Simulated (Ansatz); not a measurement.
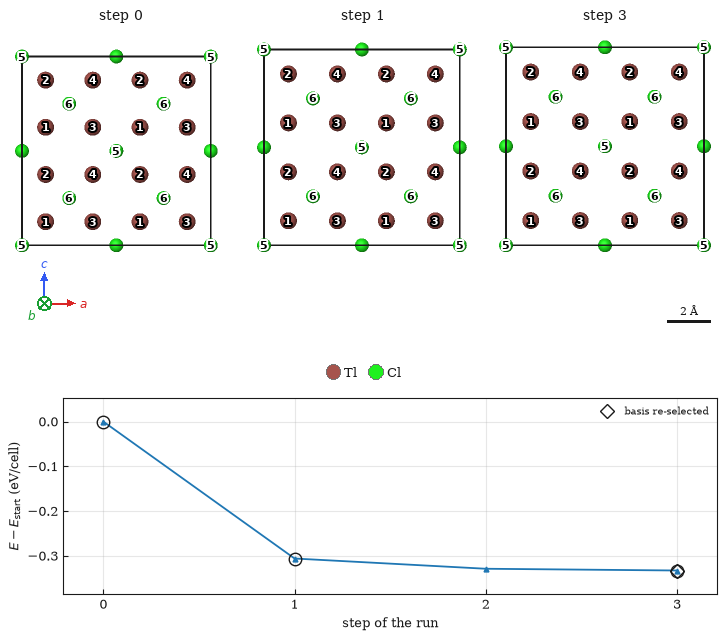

Frames of a relaxation of crystalline Tl₂Cl (built on the cubic Laves (C15)_227 type) (coarse preliminary run), marked on the history of the run. Style: ball-and-stick. Shown: the conventional cell (4 times the calculation's cell), along the b axis. Lengths and directions refer to the drawn axes.

Case: cubic Laves (C15) type (Fd-3m, No. 227).

Method: DFT PBE, scalar-relativistic, plane waves, PAW (Ansatz 0.2.0).

Input file:
```yaml
crystal:
  lattice:
    - [0.0, 4.3935486418, 4.3935486418]
    - [4.3935486418, 0.0, 4.3935486418]
    - [4.3935486418, 4.3935486418, 0.0]
  atoms:
    - { symbol: Tl, position: [0.625, 0.625, 0.625] }
    - { symbol: Tl, position: [0.125, 0.625, 0.625] }
    - { symbol: Tl, position: [0.625, 0.625, 0.125] }
    - { symbol: Tl, position: [0.625, 0.125, 0.625] }
    - { symbol: Cl, position: [0.0, 0.0, 0.0] }
    - { symbol: Cl, position: [0.25, 0.25, 0.25] }
basis:
  ecutwfc: 420
kpoints:
  mp_grid: { grid: [4, 4, 4] }
hamiltonian:
  xc: pbe
scf:
  occupations: { method: gaussian, width: 0.1 }
  lower_state_search: "off"
output:
  forces: true
  stress: true
  eigenvalues: true
relax:
  adjacent_minimum: "off"
  f_tol: 0.04
  max_steps: 70
  cell: { stress_tol: 0.4 }
```

Run as
```bash
ansatz run input.yaml --threads 1 --pin off --max-ram 2560MiB --backend cpu --events-out ev --progress --plain --runs-dir out
```

Q: Describe the path.

A: No atom moves by more than 0.005 Å relative to the cell. Cell: a = b = c 8.787 → 9.217 Å (+4.9 %). Volume +15.4 %. The space group stays Fd-3m (No. 227). The energy falls by 0.333 eV per cell of the calculation in 2 accepted moves (3 points after the start). All forces vanish by symmetry, so only the cell relaxes. Pressure: 4.43 GPa at the start and 0.24 GPa at the end. At 1 point the geometry stayed and the basis and grid were re-selected for the new cell (energy shift of 3.9 meV per cell of the calculation at most each time). The run took 9.3 s on 1 thread of Intel(R) Xeon(R) 6975P-C (Granite Rapids) (shared host), peak memory 0.48 GiB. From step 0 to 1: volume +11.6 %, energy −0.306 eV per cell of the calculation. From step 1 to 3: volume +3.4 %, energy −26.8 meV per cell of the calculation.
